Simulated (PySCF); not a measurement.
# C5H9NOSi: electronic excitations

What electronic excitations should C5H9NOSi (`Cn1ccc(O[SiH3])c1`) show?

Programs: PySCF 2.14.0, with density-fitted response routines of our own. Each step states its level of theory. These are calculated values for one molecule in the gas phase, unless marked as measured. Atoms count from 0, in the outputs and in this text.

## Step 1: Starting geometry

17 atoms, charge 0, multiplicity 1; geometry from: GFN2-xTB.

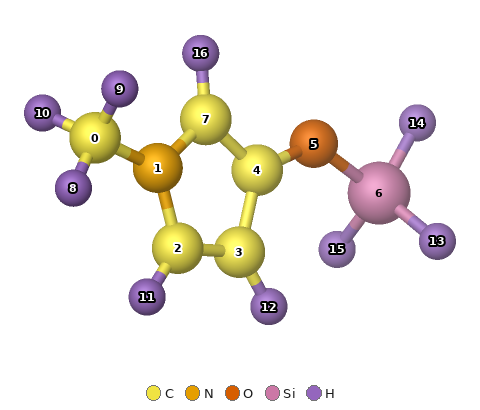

The starting geometry (carbon yellow, nitrogen amber, oxygen orange, silicon pink, hydrogen purple), atoms numbered.

## Step 2: Excited states and response: B3LYP/def2-SVPD

Job settings and geometry (Å):

```
{"job": {"kind": "uv", "xc": "B3LYP", "basis": "def2-SVPD", "nstates": 8, "ntriplets": 3}, "charge": 0, "multiplicity": 1}
C     -2.974967    -0.262870     0.262747
N     -1.541470    -0.278423     0.212042
C     -0.770785    -1.252909    -0.326954
C      0.546906    -0.895631    -0.207523
C      0.569975     0.360289     0.432373
O      1.648684     1.103949     0.761568
Si     3.236661     0.854057     0.562152
C     -0.734370     0.716825     0.677871
H     -3.358132    -1.240497    -0.024818
H     -3.317833    -0.032229     1.273241
H     -3.381581     0.488310    -0.420278
H     -1.206178    -2.135009    -0.754683
H      1.402700    -1.453546    -0.529694
H      3.680569    -0.357551     1.257250
H      3.735299     2.077338     1.170310
H      3.588668     0.727005    -0.855251
H     -1.131144     1.592920     1.149200
```

With the program's defaults for keys left out, this is: TDDFT B3LYP/def2-SVPD, vertical, gas phase, core orbitals frozen in the response.

Started as:

```bash
$ OMP_NUM_THREADS=1 python probes_run.py task.json out
```

The driver reads the jobs from task.json and runs them one after another.

Output:

```text
coarse grid: 14784 points
cycle   1  E = -614.9288579919  dE =  1.352e+00  |g| = 6.936e-01  |ddm| = 8.492e+00
cycle   2  E = -614.7597089355  dE =  1.691e-01  |g| = 1.149e+00  |ddm| = 2.988e+00
cycle   3  E = -615.0235893775  dE = -2.639e-01  |g| = 1.665e-01  |ddm| = 1.709e+00
cycle   4  E = -615.0293723403  dE = -5.783e-03  |g| = 5.772e-02  |ddm| = 3.570e-01
cycle   5  E = -615.0301150208  dE = -7.427e-04  |g| = 2.199e-02  |ddm| = 1.319e-01
cycle   6  E = -615.0302177595  dE = -1.027e-04  |g| = 5.685e-03  |ddm| = 4.484e-02
cycle   7  E = -615.0302244080  dE = -6.649e-06  |g| = 1.468e-03  |ddm| = 1.109e-02
final grid: 138520 points
cycle   8  E = -615.1291049286  dE = -4.263e-05  |g| = 5.052e-03  |ddm| = 1.636e-01
cycle   9  E = -615.1290982909  dE =  6.638e-06  |g| = 7.539e-03  |ddm| = 2.173e-02
cycle  10  E = -615.1291109046  dE = -1.261e-05  |g| = 1.087e-03  |ddm| = 1.206e-02
cycle  11  E = -615.1291111701  dE = -2.654e-07  |g| = 2.296e-04  |ddm| = 2.166e-03
cycle  12  E = -615.1291111790  dE = -8.989e-09  |g| = 1.254e-04  |ddm| = 6.586e-04
cycle  13  E = -615.1291111827  dE = -3.700e-09  |g| = 3.923e-05  |ddm| = 2.824e-04
cycle  14  E = -615.1291111831  dE = -3.647e-10  |g| = 9.660e-06  |ddm| = 8.108e-05
converged SCF energy = -615.1291111831

Static polarisability (au): isotropic 95.986, principal 68.877 93.551 125.529

Singlet excitations
state   eV       nm        f      main configurations
  1   4.9798    249.0   0.00071   H->L 0.98
  2   5.2175    237.6   0.00107   H->L+1 0.98
  3   5.6564    219.2   0.00158   H->L+3 0.97
  4   5.7124    217.0   0.11801   H->L+2 0.88
  5   5.7571    215.4   0.00498   H-1->L 0.95
  6   5.9417    208.7   0.01214   H-1->L+1 0.90
  7   6.0028    206.5   0.00915   H->L+4 0.91
  8   6.1667    201.1   0.01969   H-1->L+2 0.56, H->L+6 0.28

Triplet excitations (Tamm-Dancoff, eV): 4.1670 4.9075 5.0060
```

It took 98 s on 1 thread of Arm Neoverse N1, shared host; peak memory 0.97 GiB.

The orbitals next to the gap, with their largest atomic shares:

| orbital | eV | atoms |
| --- | --- | --- |
| HOMO−3 | -8.94 | Si6 28 %, O5 19 %, H15 18 % |
| HOMO−2 | -8.54 | O5 42 %, Si6 15 %, H14 10 % |
| HOMO−1 | -6.34 | C3 34 %, N1 20 %, C2 13 % |
| HOMO | -5.60 | C7 26 %, C4 19 %, C2 18 % |
| LUMO | 0.19 | Si6 38 %, H13 12 %, H15 12 % |
| LUMO+1 | 0.41 | C0 31 %, H8 10 %, H9 9 % |
| LUMO+2 | 0.54 | C2 19 %, N1 16 %, C7 15 % |

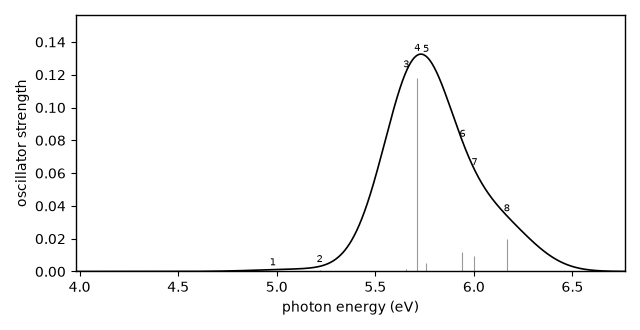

Absorption spectrum from the 8 singlet states computed; above the last one it falls off for lack of states. Lines are broadened to a width of 0.40 eV (Gaussian).

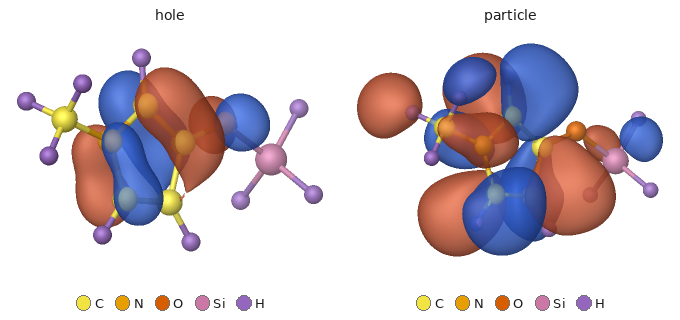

Leading natural transition orbitals of singlet state 4: the electron leaves the hole (left) for the particle orbital (right).

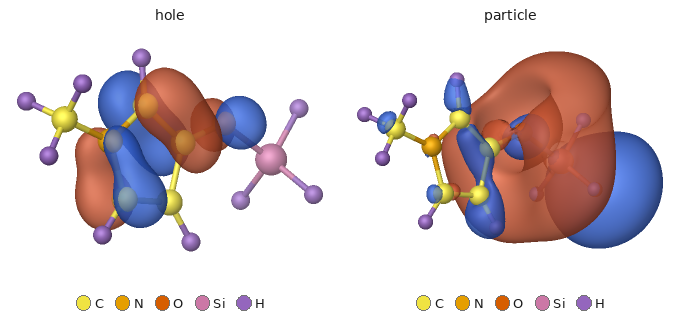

Leading natural transition orbitals of singlet state 1: the electron leaves the hole (left) for the particle orbital (right).

Further results of this job:

| property | computed |
| --- | --- |
| dipole moment (D) | 2.27 |
| polarisability (Å³) | 14.22 |
| HOMO–LUMO gap (eV) | 5.79 |
| −ε(HOMO) (eV) | 5.60 |

The fields below are evaluated on a grid from the run's orbitals.

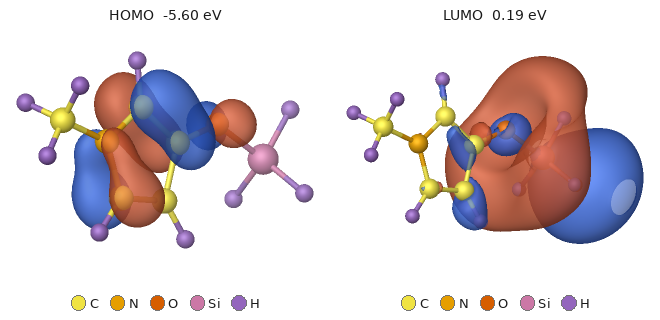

Frontier orbitals at B3LYP/def2-SVPD; each surface holds 70 % of the orbital's density, blue and red mark the sign. The LUMO is diffuse and is cut off by the edge of the grid.

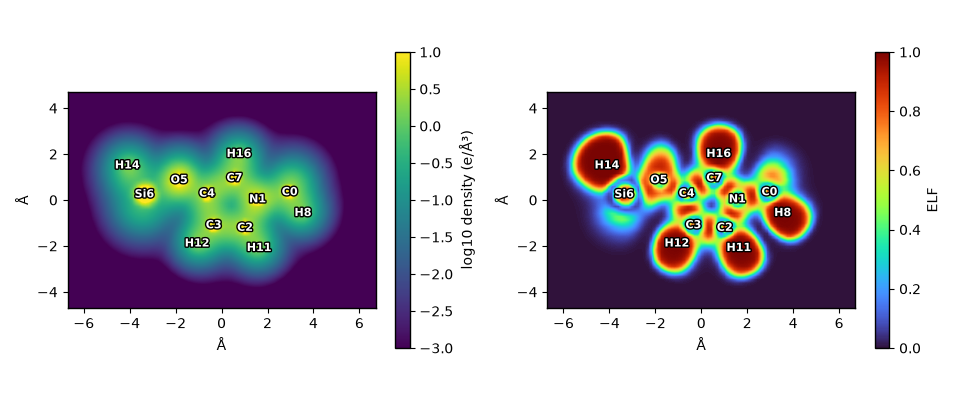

Density (left) and ELF (right) in a plane through or near 13 of the atoms.

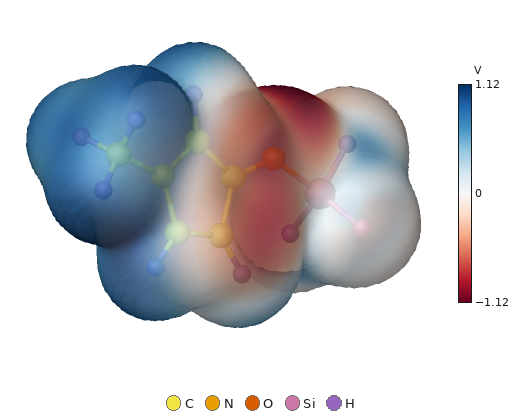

The potential that a unit positive charge feels on the 0.002 e/bohr³ surface, from -1.09 V near O5 to 1.12 V near H8.

## Step 3: What came out

```
                                quantity                        value
        lowest singlet (B3LYP/def2-SVPD)  4.98 eV (249 nm), f = 0.001
brightest single state of those computed  state 4, 5.71 eV, f = 0.118
                          lowest triplet                      4.17 eV
   surface potential, least and greatest           -1.09 V and 1.12 V
```

The lowest singlet, at 4.98 eV, is HOMO→LUMO 0.98 and is dark; of the 8 states computed, the strongest absorption comes from state 4 at 5.71 eV. The lowest triplet lies 0.81 eV below the lowest singlet (triplets in Tamm-Dancoff, singlets in full TDDFT). States above −ε(HOMO) lie where TDDFT describes them poorly and they hang on the basis; the brightest is among them.
